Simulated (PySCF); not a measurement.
Sn(Cl)2(NH2)2, SMILES [NH2][Sn]([NH2])([Cl])[Cl] (H₄Cl₂N₂Sn) at its PBE0/def2-SVP optimised geometry (Å):

```
9

N      1.1088    -0.6849     0.0000
Sn    -0.9043    -0.6849     0.0000
N     -1.6076    -1.7535    -1.5542
Cl    -1.5021     1.5869     0.0000
Cl    -1.9027    -1.6536     1.8931
H      1.5021    -1.5869     0.2653
H      1.4904     0.0260     0.6224
H     -1.4679    -1.2851    -2.4485
H     -2.5996    -1.9640    -1.4548
```

Level of theory: PBE0/def2-TZVP, def2 effective core potentials past Kr run with PySCF 2.14.0. The core electrons that the potentials of Sn replace are not part of the density. Cells within 0.4 Å of a nucleus heavier than hydrogen are left out (blank, or x).

Map of the log10 of the electron density (e/bohr³), floored at −4 on the plane z = 0.0 Å:

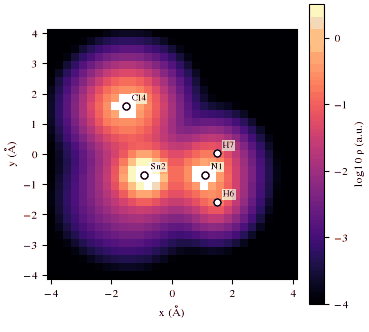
Figure: Log10 of the electron density (e/bohr³), floored at −4 on the plane z = 0.0 Å.
